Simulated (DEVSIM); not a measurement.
Structure: Co/SiO2/n-Si capacitor, at 400 K.

| layer (left to right) | material | thickness (nm) | Nd (cm⁻³) |
|---|---|---|---|
| 1 | SiO2 | 1.20 | - |
| 2 | Si | 440 | 1.7e18 |

Metal gate on the left, work function 5 eV. Fixed charge at the semiconductor interface 1.1e10 cm⁻² (in units of +e); no interface traps.

Constants are typed, rounded textbook-type inputs, not results; the design itself was drawn at random and stands for no fabricated device. Values at 300 K; Nc and Nv go as T^1.5, mobilities as T to minus their exponent, the gap by Varshni's rule with the affinity fixed.

```csv
parameter,SiO2,Si
gap (eV),9,1.124
affinity (eV),0.9,4.05
permittivity,3.9,11.7
Nc (cm⁻³),-,2.86e19
Nv (cm⁻³),-,3.1e19
Varshni α (eV/K),-,0.000473
Varshni β (K),-,636
```

Simulated with DEVSIM: 1D Poisson equation in equilibrium, Boltzmann statistics, complete ionisation; no quantum confinement or tunnelling. Metal contacts follow the ideal Schottky-Mott rule: no Fermi-level pinning, no interface dipoles.

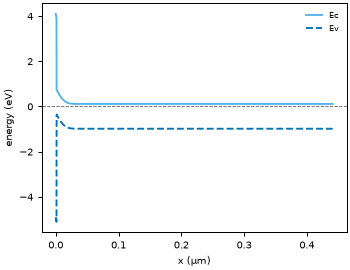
Figure. Band edges at 0.0 V on the gate

Energies count from the Fermi level of the right contact; mesh points crowd at the junctions.

| x (μm) | Ec (eV) | Ev (eV) | n (cm⁻³) | p (cm⁻³) | field (V/cm) |
|---|---|---|---|---|---|
| 0.000 | 4.100 | -4.900 | < 1e2 | < 1e2 | -1700000 |
| 0.0004747 | 4.020 | -4.980 | < 1e2 | < 1e2 | -1700000 |
| 0.0008354 | 3.958 | -5.042 | < 1e2 | < 1e2 | -1700000 |
| 0.001368 | 0.739 | -0.357 | 2.2e10 | 1.5e15 | -560000 |
| 0.002743 | 0.665 | -0.432 | 1.9e11 | 1.7e14 | -520000 |
| 0.004527 | 0.576 | -0.521 | 2.4e12 | 1.3e13 | -480000 |
| 0.007486 | 0.447 | -0.650 | 1.0e14 | 3.1e11 | -400000 |
| 0.01516 | 0.219 | -0.877 | 7.7e16 | 4.2e8 | -200000 |
| 0.02512 | 0.123 | -0.973 | 1.2e18 | 2.6e7 | -28000 |
| 0.04306 | 0.112 | -0.984 | 1.7e18 | 1.9e7 | -230 |
| 0.07139 | 0.112 | -0.984 | 1.7e18 | 1.9e7 | ≈ 0 |
| 0.1449 | 0.112 | -0.984 | 1.7e18 | 1.9e7 | ≈ 0 |
| 0.2356 | 0.112 | -0.984 | 1.7e18 | 1.9e7 | ≈ 0 |
| 0.3177 | 0.112 | -0.984 | 1.7e18 | 1.9e7 | ≈ 0 |
| 0.3810 | 0.112 | -0.984 | 1.7e18 | 1.9e7 | ≈ 0 |
| 0.4053 | 0.112 | -0.984 | 1.7e18 | 1.9e7 | ≈ 0 |
| 0.4208 | 0.112 | -0.984 | 1.7e18 | 1.9e7 | ≈ 0 |
| 0.4294 | 0.112 | -0.984 | 1.7e18 | 1.9e7 | ≈ 0 |
| 0.4360 | 0.112 | -0.984 | 1.7e18 | 1.9e7 | ≈ 0 |
| 0.4385 | 0.112 | -0.984 | 1.7e18 | 1.9e7 | ≈ 0 |
| 0.4400 | 0.112 | -0.984 | 1.7e18 | 1.9e7 | ≈ 0 |
| 0.4412 | 0.112 | -0.984 | 1.7e18 | 1.9e7 | ≈ 0 |
